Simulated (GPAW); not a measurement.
# CH4AlOS (SMILES C[O][Al][SH]): a first try and a second

Aim: the charge distribution of CH4AlOS at UPBE/dzp (scalar-relativistic datasets).

The results are computed with GPAW 26.7.0.

4 further runs of the same task are left out: 1 that didn't finish, 3 set aside as unsound or not needed.

### 1 The system as given

The species is CH4AlOS (8 atoms), meant as a doublet with charge 0. As SMILES, `C[O][Al][SH]`. The coordinates come from a PBE0-D4/def2-TZVP relaxation. This is one conformer, not always the lowest.

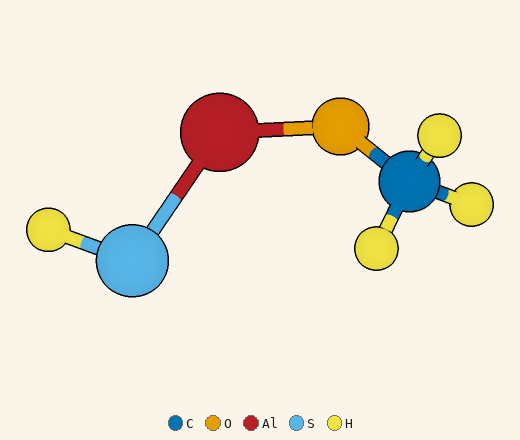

Viewed from a chosen angle; carbon blue, oxygen amber, aluminium red, sulfur blue, hydrogen yellow.

### 2 The input as first written

The input, run.py:

```python
import numpy as np
from ase import Atoms
from ase.units import Debye
from gpaw import GPAW

atoms = Atoms(["C", "O", "Al", "S", "H", "H", "H", "H"],
    positions=[[  0.024000,   2.626530,   0.737182],
               [  1.382146,   1.105679,  -0.944674],
               [  1.467750,  -1.926765,  -1.886703],
               [ -1.258747,  -4.563311,  -0.134171],
               [ -0.901588,   4.165145,  -0.290073],
               [ -1.432790,   1.566205,   1.761036],
               [  1.306557,   3.464624,   2.127265],
               [ -0.413283,  -6.545822,  -1.475498]])
atoms.center(vacuum=4.5)
atoms.set_initial_magnetic_moments([0.25, 0.25, 0.25, 0.25, 0.0, 0.0, 0.0, 0.0])

calc = GPAW(mode="lcao",
            basis="dzp",
            h=0.2,
            xc="PBE",
            occupations={"name": "fermi-dirac", "width": 0.02, "fixmagmom": True},
            maxiter=61,
            symmetry="off",
            txt="-")
atoms.calc = calc

energy = atoms.get_potential_energy()
print(f"Energy: {energy:.5f} eV")
forces = atoms.get_forces()
print("Forces (eV/Ang)")
for symbol, f in zip(atoms.symbols, forces):
    print(f'{symbol:2} {f[0]:9.4f} {f[1]:9.4f} {f[2]:9.4f}')
dipole = atoms.get_dipole_moment() / Debye
print(f"Dipole = {np.linalg.norm(dipole):.3f} D")
```

Run with:

```sh
$ python3 -u run.py | tee run.out
```

Log:

```text
[...]
Number of symmetries: 1
[...]
  Number of IBZ points: 1
[...]
basis functions: 72
Spin-components: 2 (collinear spins)
Bands:           19
[...]
  Valence electrons: 23.0
[...]
  Grid points: [ 60 100  64]
  Charge: 0.0  # |e|
[...]
    cutoffs:
[...]
occupation numbers:
  Fixed magnetic moment: 1.000
[...]
xc functional:
  name: PBE with 2 nearest neighbor stencil
[...]
|iter     |     time |      energy | eigst |  dens |  magmom |
[...]
|iter:   1| 00:00:12 |  -16.412121 |      c|       |  +0.9986|
[...]
|iter:  37| 00:01:45 |  -13.365031c|      c| -4.00c|  +1.0000|
Converged in 37 steps
[...]
Energy contributions relative to reference atoms: (reference = -20579.484228)
Energy contributions:
  Kinetic:          -7.206226
  Coulomb:           2.945082
  Zero:              0.432019
  External:          0.000000
  Xc:               -9.523019
  Entropy:          -0.025774
  Spinorbit:         0.000000
  ----------------------------
  Free energy:     -13.377918
  Extrapolated:    -13.365031
dipole moment: (0.703353, -0.950989, -0.919967)  # |e|*Ang
Total magnetic moment: (0.000000, 0.000000, 1.000033)
Local magnetic moments
|        x |        y |         z |
|----------|----------|-----------|
| 0.000000 | 0.000000 |  0.055463 |  # C    0
| 0.000000 | 0.000000 |  0.732397 |  # O    1
| 0.000000 | 0.000000 | -0.025858 |  # Al   2
| 0.000000 | 0.000000 |  0.697409 |  # S    3
| 0.000000 | 0.000000 | -0.094645 |  # H    4
| 0.000000 | 0.000000 | -0.109097 |  # H    5
| 0.000000 | 0.000000 | -0.094981 |  # H    6
| 0.000000 | 0.000000 | -0.202525 |  # H    7
Fermi levels: -5.062, -4.945
Eigenvalues  # (at kpt = [0.000, 0.000, 0.000])
| band index |      eig [eV] | occ [0-1] |      eig [eV] | occ [0-1] |
|------------|---------------|-----------|---------------|-----------|
|          0 |       -21.850 |     1.000 |       -19.601 |     1.000 |
|        ... |               |           |               |           |
|          4 |        -7.923 |     1.000 |        -7.717 |     1.000 |
|          5 |        -7.057 |     1.000 |        -6.685 |     1.000 |
|          6 |        -6.853 |     1.000 |        -6.643 |     1.000 |
|          7 |        -6.460 |     1.000 |        -6.287 |     1.000 |
|          8 |        -6.412 |     1.000 |        -5.418 |     1.000 |
|          9 |        -6.036 |     1.000 |        -5.272 |     1.000 |
|         10 |        -5.969 |     1.000 |        -4.957 |     0.655 |
|         11 |        -5.827 |     1.000 |        -4.932 |     0.345 |
|         12 |        -4.362 |     0.000 |        -4.438 |     0.000 |
|         13 |        -3.806 |     0.000 |        -4.352 |     0.000 |
[...]
Gap: 0.315 eV
Transition (v -> c):
[...]
Forces (eV/Ang)
C    -0.8441    1.0664    1.0962
O    -0.3765   -0.4421    0.2520
Al   -0.3885    0.7619    0.5649
S     0.7968   -0.7368   -0.9418
H     1.1300   -1.8582    1.1849
H     1.6953    1.1848   -1.1992
H    -1.4956   -1.0313   -1.7006
H    -0.4579    1.0981    0.7378
Dipole = 7.197 D
```

Run time: 1.8 min. Hardware: 1 thread of Arm Neoverse N1, shared host; peak memory 1.3 GiB.

### 3 Diagnosis

The run finished; that doesn't make the result usable.

The fault: numbers in bohr are read as ångström, which stretches the molecule by 1.89. As the program read them, the closest atoms are 2.07 Å apart, against 1.09 Å in the sound input.

### 4 Second attempt

The input, mol.py:

```python
import numpy as np
from ase import Atoms
from ase.units import Debye
from gpaw import GPAW

# Geometry
system = Atoms(["C", "O", "Al", "S", "H", "H", "H", "H"],
    positions=[[  0.012700,   1.389900,   0.390100],
               [  0.731400,   0.585100,  -0.499900],
               [  0.776700,  -1.019600,  -0.998400],
               [ -0.666100,  -2.414800,  -0.071000],
               [ -0.477100,   2.204100,  -0.153500],
               [ -0.758200,   0.828800,   0.931900],
               [  0.691400,   1.833400,   1.125700],
               [ -0.218700,  -3.463900,  -0.780800]])
system.center(vacuum=4.5)
system.set_initial_magnetic_moments([0.25, 0.25, 0.25, 0.25, 0.0, 0.0, 0.0, 0.0])

# DFT calculator
gpaw_calc = GPAW(mode="lcao",
                 basis="dzp",
                 h=0.2,
                 xc="PBE",
                 occupations={"name": "fermi-dirac", "width": 0.02, "fixmagmom": True},
                 maxiter=100,
                 symmetry="off",
                 txt="-")
system.calc = gpaw_calc

energy = system.get_potential_energy()
print(f"Energy: {energy:.5f} eV")
forces = system.get_forces()
print("Forces (eV/Ang)")
for symbol, f in zip(system.symbols, forces):
    print(f'{symbol:2} {f[0]:9.4f} {f[1]:9.4f} {f[2]:9.4f}')
dipole = system.get_dipole_moment() / Debye
print(f"Dipole = {np.linalg.norm(dipole):.3f} D")
```

Run with:

```sh
$ python mol.py
```

Log, shortened:

```text
[...]
Number of symmetries: 1
[...]
  Number of IBZ points: 1
[...]
basis functions: 72
Spin-components: 2 (collinear spins)
Bands:           19
[...]
  Valence electrons: 23.0
[...]
  Grid points: [52 72 56]
  Charge: 0.0  # |e|
[...]
    cutoffs:
[...]
occupation numbers:
  Fixed magnetic moment: 1.000
[...]
xc functional:
  name: PBE with 2 nearest neighbor stencil
[...]
|iter     |     time |      energy | eigst |  dens |  magmom |
[...]
|iter:   1| 00:00:08 |  -37.565189 |      c|       |  +0.9986|
[...]
|iter:  11| 00:00:25 |  -35.767713c|      c| -4.30c|  +1.0000|
Converged in 11 steps
[...]
Energy contributions relative to reference atoms: (reference = -20579.484228)
Energy contributions:
  Kinetic:          40.321680
  Coulomb:         -40.167479
  Zero:              0.505457
  External:          0.000000
  Xc:              -36.427371
  Entropy:          -0.000000
  Spinorbit:         0.000000
  ----------------------------
  Free energy:     -35.767713
  Extrapolated:    -35.767713
dipole moment: (0.031120, -0.025926, -0.035664)  # |e|*Ang
Total magnetic moment: (0.000000, 0.000000, 0.999998)
Local magnetic moments
|        x |        y |         z |
|----------|----------|-----------|
| 0.000000 | 0.000000 |  0.007968 |  # C    0
| 0.000000 | 0.000000 |  0.011217 |  # O    1
| 0.000000 | 0.000000 |  0.226114 |  # Al   2
| 0.000000 | 0.000000 |  0.090727 |  # S    3
| 0.000000 | 0.000000 | -0.000317 |  # H    4
| 0.000000 | 0.000000 | -0.000248 |  # H    5
| 0.000000 | 0.000000 | -0.000325 |  # H    6
| 0.000000 | 0.000000 |  0.000534 |  # H    7
Fermi levels: -3.018, -4.813
[...]
Gap: 1.769 eV
Transition (v -> c):
[...]
Forces (eV/Ang)
C    -0.0537    0.0036    0.0591
O     0.5176    0.5212   -0.3363
Al    0.2787   -0.8591   -0.4987
S    -0.5136    0.2995    0.5832
H    -0.3539    0.5951   -0.3353
H    -0.5430   -0.3439    0.4044
H     0.4269    0.3424    0.5207
H     0.2481   -0.5390   -0.3817
Dipole = 0.259 D
```

Wall time 26 s (1 thread of Arm Neoverse N1, shared host); peak memory 0.8 GiB.

### 5 What came out

At UPBE/dzp (scalar-relativistic datasets):

| quantity | value |
| --- | --- |
| energy as printed (from the program's reference atoms) | -35.7677 eV |
| dipole moment | 0.26 D |
| HOMO energy (highest over α and β) | -4.81 eV |
| LUMO energy (lowest over α and β) | -3.23 eV |

**Reading.** The first attempt's energy was +22.403 eV off this one.
